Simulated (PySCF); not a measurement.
**HO$_{4}$W (charge −1): density, localisation and related maps**

Input

```
mol = gto.M(atom='''
W      0.01208    -0.01208    -0.05250
O      0.94539     1.07854     0.96425
O     -1.07854    -0.94539     0.96425
O      1.07559    -1.07559    -0.96202
O     -1.04434     1.04434    -1.32214
H     -1.66924     1.66924    -0.93262''',
    basis={'W': 'def2-SVP', 'O': 'def2-SVP', 'H': 'def2-SVP'},
    ecp={'W': 'def2-SVP'},
    charge=-1, spin=0)
mf = dft.RKS(mol, xc='B3LYP')
mf.grids.atom_grid = (75, 302)  # f atoms: at least (60, 302), unpruned
mf = mf.density_fit()  # W def2-universal-JKFIT, O def2-universal-JKFIT, H def2-universal-JKFIT
mf.conv_tol = 1e-09; mf.max_cycle = 55
mf.kernel(dm0)
```

Run with:

```sh
OMP_NUM_THREADS=2 python run.py
```

Core potentials replace the inner electrons of W.

Level of theory: PySCF 2.14.0, RKS B3LYP, W def2-SVP with ECP60, O def2-SVP, H def2-SVP; non-relativistic Hamiltonian with scalar-relativistic core potentials where named; density fitting.

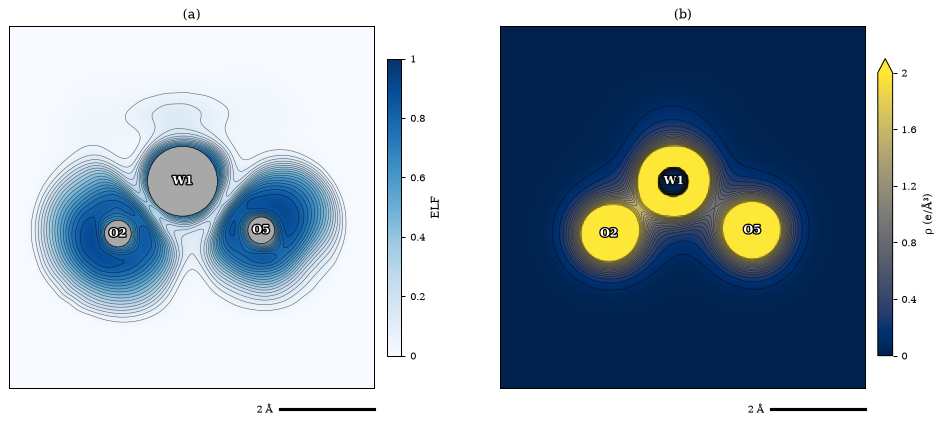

Figure 1. (a) ELF; (b) electron density on the plane of atoms O2, W1 and O5. Grey discs cover the atomic cores in the ELF map.

### Read the bonding off the picture.

The plane passes through W and O nuclei. W–O (1.76 Å): ρ at the midpoint is about 1.6 e/Å³; the ELF peaks at about 0.80 in the valence shell of O, 0.5 Å from its nucleus, and drops to about 0.35 between the two atoms. W–O (1.96 Å): ρ is about 0.92 e/Å³ halfway; the ELF peaks at about 0.85 in the valence shell of O, 0.6 Å from its nucleus, and drops to about 0.25 between the two atoms.

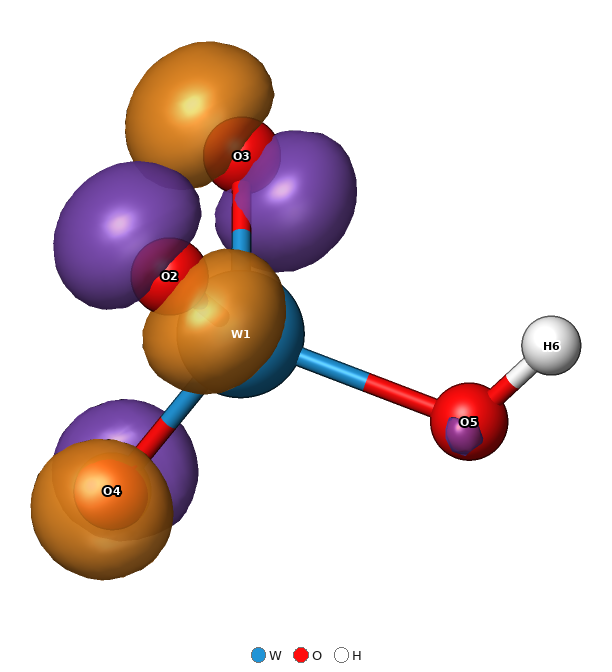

Figure 2. The HOMO−1 at ±0.2 Å⁻³ᐟ² (orange and purple are the two phases), seen at a tilt.

### Describe this orbital and give its energy.

Its weight (Hirshfeld) is mainly on O2 (about 30 %), O3 (about 30 %), O4 (about 25 %) and W1 (about 10 %); largely a combination of lone pairs on O2, O3 and O4. Its energy is −2.63 eV.

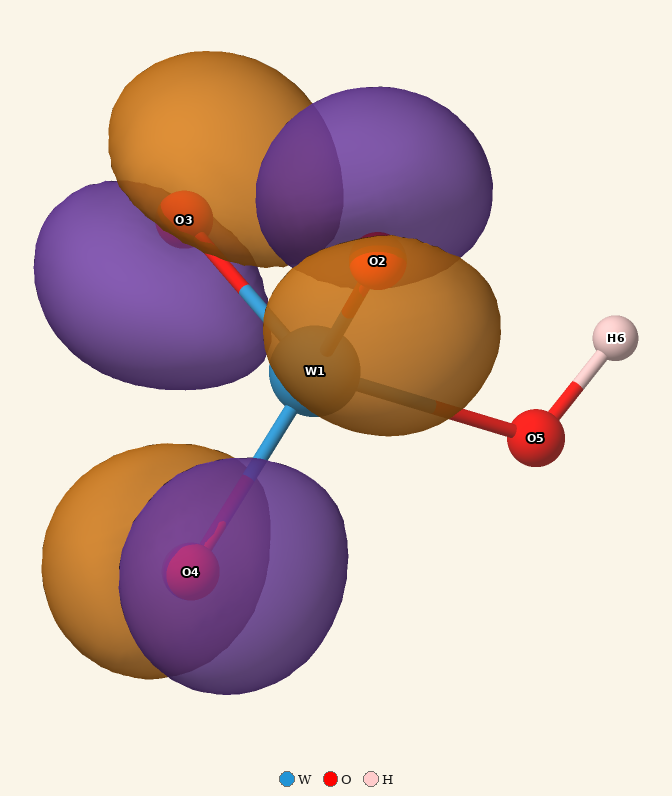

Figure 3. The HOMO at ±0.1 Å⁻³ᐟ² (orange and purple are the two phases), seen at a tilt.

### What is the character of this orbital?

It lies mainly on O2 (about 30 %), O3 (about 30 %) and O4 (about 30 %); largely a combination of lone pairs on O2, O3 and O4. Its energy is −2.43 eV.
